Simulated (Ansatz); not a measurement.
# Zr chain started as a strip of triangles: one chain at several levels of theory, part 4 of 4

Aim: how far do the period, the moment and the conductance of the Zr chain started as a strip of triangles depend on the functional, the datasets and spin-orbit coupling, and at what cost?

Ansatz 0.2.0; DFT PBE, plane waves, PAW; relaxation of a chain's period (the session's first sound run).

So far. Step 11 (Relaxation of atoms and period, cutoff 897.976 eV): The cell's length comes to 2.840 Å, +0.1 % against the first run, with no moment. That is -17 % against the start, more than a small adjustment. Step 12 (Relaxing the period): The cell's length comes to 2.837 Å, +0.0 % against the first run, with spin left out. That is -17 % against the start, more than a small adjustment.

## (14) Two-component spinors (continued)

Level of this step: DFT PBE, plane waves, fully relativistic PAW; channels of a perfect chain with spin-orbit coupling (Ansatz).

The slowest values at each energy, most degenerate partners merged, listed up to 1.5 1/Å. Im kz of the slowest decaying states against energy, zero at the Fermi level:

```tsv
energy (eV)	decay 1 (Å⁻¹)	decay 2 (Å⁻¹)	decay 3 (Å⁻¹)	decay 4 (Å⁻¹)
-0.420	0.0231	0.0714	0.184	0.450
-0.350	0.0800	0.216	0.429	0.552
-0.280	0.0851	0.239	0.407	0.530
-0.175	0.0875	0.263	0.373	0.494
-0.105	0.00121	0.0860	0.274	0.349
-0.035	0.0819	0.282	0.323	0.436
0.000	0.0788	0.285	0.310	0.419
0.035	0.0748	0.288	0.296	0.401
0.105	0.0636	0.268	0.292	0.355
0.175	0.0449	0.145	0.237	0.270
0.280	0.181	0.248	0.295	0.783
0.350	0.133	0.259	0.294	0.768
0.420	0.0222	0.0575	0.264	0.291
```

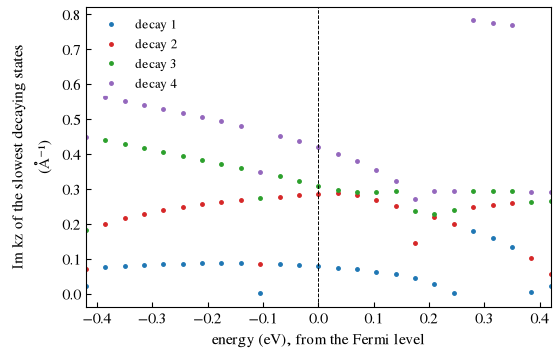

Im kz of the slowest decaying states, plotted against energy.

Electronic bands along the path, in eV, zero at the Fermi level:

```tsv
point	band 21	band 22	band 23	band 24	band 25	band 26	band 27	band 28
Γ	-0.72	-0.72	-0.46	-0.46	0.15	0.15	0.44	0.44
Z	-1.04	-1.04	-1.04	-1.04	2.04	2.04	2.04	2.04
```

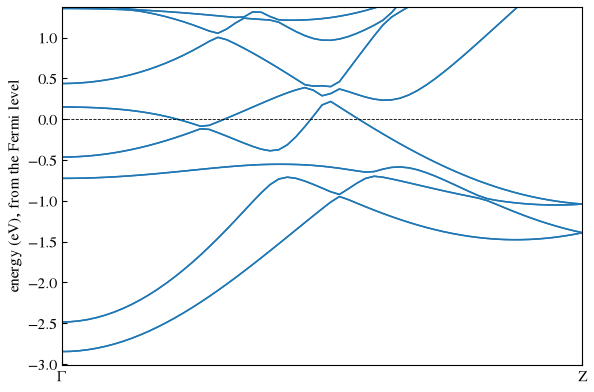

Electronic bands along the path.

At the computed energy nearest the Fermi level there are 8 spinor channels, and the thermal average gives 3.98 G₀.

## (15) A varied input: scf.algorithm = "density_mixing"

This step: DFT PBE, plane waves, PAW; channels and complex bands of a perfect chain; changed: scf.algorithm = "density_mixing" (Ansatz 0.2.0).

The atoms of the run on the perfect lead (PBE) are kept and the input is varied, to see whether the result depends on it. The ELF is not written this time.

Input file input.yaml:

```yaml
crystal:
  lattice:
    - [9.0, 0.0, 0.0]
    - [0.0, 7.5, 0.0]
    - [0.0, 0.0, 2.8361523519]
  atoms:
    - { symbol: Zr, position: [0.372488816, 0.5, 0.0] }
    - { symbol: Zr, position: [0.627511184, 0.5, 0.5] }
kpoints:
  mp_grid: { grid: [1, 1, 29] }
  band_path: { path: ["Γ", Z], npoints: 60 }
scf:
  occupations: { method: fermi_dirac, width: 0.05 }
  algorithm: density_mixing
hamiltonian:
  xc: pbe
output:
  transmission:
    e_range: [-2, 2]
    de: 0.035
    kmesh: [1, 1]
    reduced_basis: true
    leads: [[0, 0]]
  dos: { projected: true, e_range: [-6, 4] }
  write_potential: true
  write_density: true
  volumetric_format: npy
```

Command:

```console
$ ansatz run input.yaml --threads 4 --pin off --max-ram 8192MiB --backend cpu --events-out ev --progress --plain --runs-dir out
```

Numbers of over 12 decimals in the logs are rounded to 6 here.

The program printed:

```text
[...]
Crystal: 2 atoms, lattice volume = 191.440 Å³
Basis set: ecut = 420 eV, 3755 PW (Γ)
Bands: 16, of which v1, the nominal top of the filled ones, is band 12 counted from 1 (11 counted from 0)
Symmetry: 8 space group operations
[...]
k-points: 15 of 29
[...]
SCF iter   1: F=—  HF=-8362.816318 eV  |F-HF|=—  |Δ(HF+E_count)|=         —  Δρ=5.81e-3  dr2=1.01e-1  ethr=1.77e-3  ⟨swp⟩=4.6  Hψ=1182  notcnv=0
[...]
SCF iter   8: F=-8362.815332 eV  HF=-8362.815332 eV  |F-HF|=1.44e-8  |Δ(HF+E_count)|=   1.47e-7  Δρ=1.88e-6  dr2=1.48e-8  ethr=4.17e-10  ⟨swp⟩=3.9  Hψ=724  notcnv=0
SCF 1 converged in 8 iterations: F = -8362.815332 eV  dr2 = 1.48e-8
[...]
transmission: 4 of 24 steps passed
transmission: 8 of 24 steps passed
[...]
transmission: 24 of 24 steps passed
[...]
SCF converged after 8 iterations
Free energy (F): -8362.815332 eV
[...]
Internal energy: -8362.788635 eV  (E = F + TS)
E sigma→0 (E₀):  -8362.801984 eV
Entropy (-TS):   -0.026697 eV (-13.349 meV/atom)
Fermi energy:    1.016037 eV
[...]
--- Band table (eV; the first three rows and the last of 15) ---
  k-point 0: bands = [... 8 lower, -1.8321, -1.4695, 0.2901, 0.5507, 1.1653, 1.4524, 2.3741, 2.4176]
  k-point 1: bands = [... 8 lower, -1.7884, -1.4122, 0.2990, 0.5753, 1.1554, 1.4812, 2.3701, 2.4025]
  k-point 2: bands = [... 8 lower, -1.6604, -1.2422, 0.3243, 0.6480, 1.1190, 1.5694, 2.3533, 2.3567]
  k-point 14: bands = [... 8 lower, -0.4153, -0.3229, -0.0355, -0.0035, 2.8868, 3.2052, 3.4111, 3.5119]
--- Transmission ---
  basis      : 595 plane waves across, 4 finite elements along
  points     : 1, standing for a mesh of 1 x 1
[...]
crystal 0  : Zr2, at the sites [0, 0], period 2.8362 Å: whole cells are its period
[...]
filled         : 1.5 meV over the level at which it is neutral
    channels       : 4.000000e0 a spin
[...]
```

Elapsed: 29 s, on 4 threads of Arm Neoverse V1, shared host; peak memory 0.72 GiB; 1.8 min of CPU time.

Numbers from this step:

* energy at zero smearing: -8362.8020 eV
* conductance of the lead as this run defines it: 3.997 G₀

Open channels of the lead, one spin against energy, zero at the Fermi level:

```tsv
energy (eV)	open channels of the lead, one spin
-2.000	2
-1.510	2
-0.985	6
-0.495	1
-0.005	4
0.485	4
1.010	6
1.500	8
```

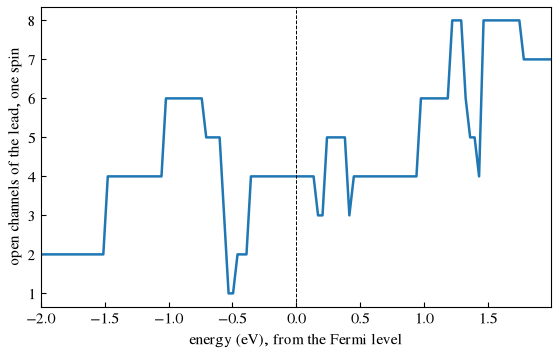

Open channels of the lead, one spin against energy.

It took 29 s against 27 s for the run it varies, and the conductance is 4.00 G₀ against 4.00 G₀.

The channels at the energy nearest the Fermi level, one spin and conductance of the lead as this run defines it stay within 0.2 % plus 0.001 of the run it varies.

## (16) Outcome

```yaml
cell_length_pbe: 2.836 Å
cell_length_lda: 2.755 Å
cell_length_r2scan: 2.796 Å
cell_length_rpbe: 2.880 Å
cell_length_pbe_nc_files: 2.840 Å
cell_length_pbe_no_spin: 2.837 Å
conductance_pbe: 4.00 G₀
conductance_lda: 3.99 G₀
conductance_r2scan: 3.50 G₀
absolute_moment_r2scan: 0.887 μB
conductance_rpbe: 4.00 G₀
conductance_with_spin_orbit_coupling: 3.98 G₀
```

In words: Under PBE the cell's length is 2.84 Å, no moment survives, and it is a metal with 4 channels a spin next to the Fermi level, 4.00 G₀ at 300 K (3.50 to 4.00 over the functionals). The cell's length spans 4.5 % over the functionals, shortest under LDA and longest under RPBE. A perfect wire passes every open channel, so the conductance counts half a G₀ for each forward-moving state at the Fermi level, spin by spin. The functionals disagree on magnetism: the relaxation keeps a moment under r2SCAN (0.89 μB) and loses it under PBE, LDA and RPBE. At the relaxed period it forms two rows 2.30 Å apart, with 2.70 Å between atoms of unlike rows and 2.84 Å along a row: a strip of triangles. Transport is coherent and elastic here: the atoms are frozen, so scattering by vibrations plays no part. No search over magnetic orders was made; another may lie lower.

[Logs are printed without paths, hosts, clocks, repeated set-up lines and the standing remarks that a program may print on its own settings, such as how far it seeks lower states.]

[Hosts, paths, dates, database ids (printed as entryN), source tags and the programs' standing remarks are cut or masked in the printed files.]
